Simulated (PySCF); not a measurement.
## Electronic structure of CHAlO (SMILES O=[C][AlH+]) (charge +1, doublet) in real space

```yaml
atoms:
  - { symbol: C, position_ang: [-0.3983, 0.6648, 0.3776] }
  - { symbol: Al, position_ang: [1.4784, 0.1295, -0.7580] }
  - { symbol: O, position_ang: [-1.2613, 1.1003, 0.9432] }
  - { symbol: H, position_ang: [1.3100, -1.4264, -1.0062] }
```

Geometry: B3LYP-D4/def2-SVP.

These are results of PySCF 2.14.0, Gaussian-basis quantum chemistry of an isolated molecule with PySCF, energy and nuclear gradient, functional PBE0, not measurements.

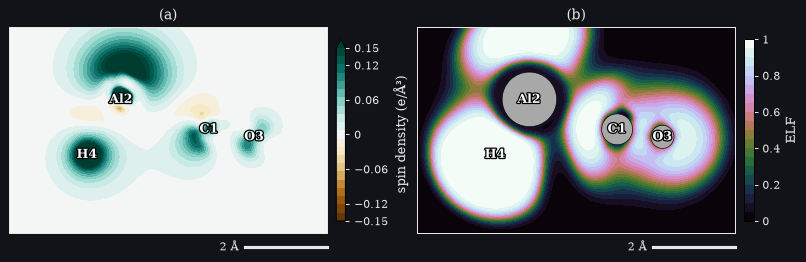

Figure 1. (a) spin density; (b) electron localisation function on the molecular plane. Grey discs cover the atomic cores in the ELF map.

Q: What does the map show?

A:
- The section cuts through C, Al, O and H sites.
- C–O (1.12 Å): the ELF peaks at about 0.85 between the atoms; a short, multiple covalent bond.
- C–Al (2.26 Å): the ELF peaks at about 1 in the valence shell of C, 0.7 Å from its nucleus, and is about 0.80 at the midpoint.
- Al–H (1.58 Å): the ELF climbs to about 1 towards the hydrogen.
- The ELF also peaks beside O3, away from the bonds: non-bonding electrons, paired or unpaired.
- The unpaired spin (1 electron) lies mostly on Al2 (about 0.8), H4 (about 0.1) and C1 (about 0.1), in electrons by Hirshfeld's partition.

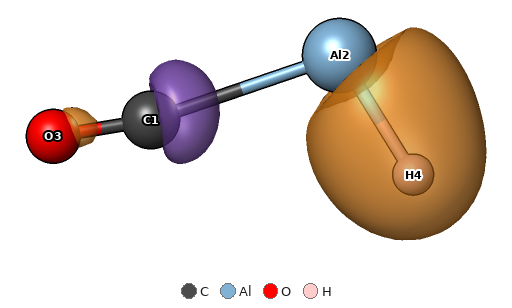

Figure 2. One frontier orbital at ±0.2 Å⁻³ᐟ² (orange and purple are the two phases), seen across its widest extent.

Q: Which orbital is it: HOMO (β) or LUMO (β)?

A: The HOMO (β), at −15.77 eV. By Hirshfeld shares it lies mainly on Al2 (about 45 %), H4 (about 40 %) and C1 (about 10 %); it is symmetric in the molecular plane (an in-plane orbital: σ, lone-pair or in-plane π type).

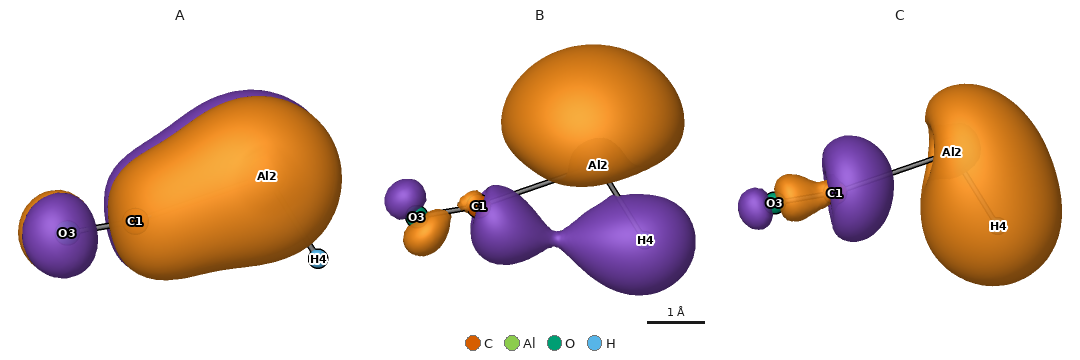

Figure 3. Three frontier orbitals at ±0.1 Å⁻³ᐟ² (orange and purple are the two phases), in no order.

Q: Order the three orbitals by energy and name them. All are α orbitals.

A: C is the HOMO−1 (α) (−16.43 eV). Its weight (Hirshfeld) is mainly on Al2 (about 45 %), H4 (about 40 %) and C1 (about 10 %); it is symmetric in the molecular plane (an in-plane orbital: σ, lone-pair or in-plane π type). B is the HOMO (α) (−12.74 eV). It lies mainly on Al2 (about 75 %), H4 (about 15 %) and C1 (about 10 %); it is symmetric in the molecular plane (an in-plane orbital: σ, lone-pair or in-plane π type). A is the LUMO (α) (−8.76 eV). Its weight (Hirshfeld) is mainly on Al2 (about 55 %), C1 (about 30 %) and O3 (about 15 %); it changes sign across the molecular plane (π type); π-bonding across C1–Al2; π-antibonding (a node) across C1–O3.

Q: What is the gap between the highest occupied and lowest empty α orbitals?

A: 3.98 eV between the orbital energies.
